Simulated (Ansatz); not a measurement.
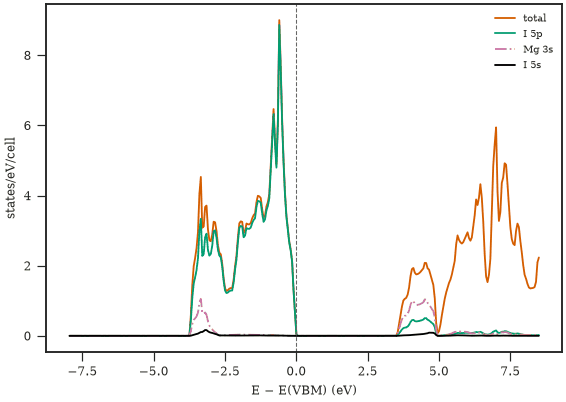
Fig. 1. Total and projected density of states of MgI₂ (CdI2 type, space group No. 164), PBE+D3(BJ) in the plane-wave PAW code Ansatz

Problem. Which orbitals carry the states next to the gap?

Solution. Top 1 eV of the valence band: I 5p 98 %. Bottom 1 eV of the conduction band: Mg 3s 52 %, I 5p 23 %, outside the projected shells 23 %. Projections are on Löwdin-orthogonalised atomic valence shells; empty p or d shells of many metals are not among them.

Problem. Where is the tallest occupied peak in this window, and what makes it?

Solution. Near -0.6 eV, about 9.0 states/eV per cell; the largest projected share is I 5p.

Space group P-3m1 (CdI2 type). The cell was relaxed with PBE+D3(BJ) under the symmetry of its start; phonons on a q-mesh show no instability. Scalar-relativistic: spin–orbit coupling is off unless named, which matters more the heavier the elements.

Potentials: the later of the program's two PAW sets.
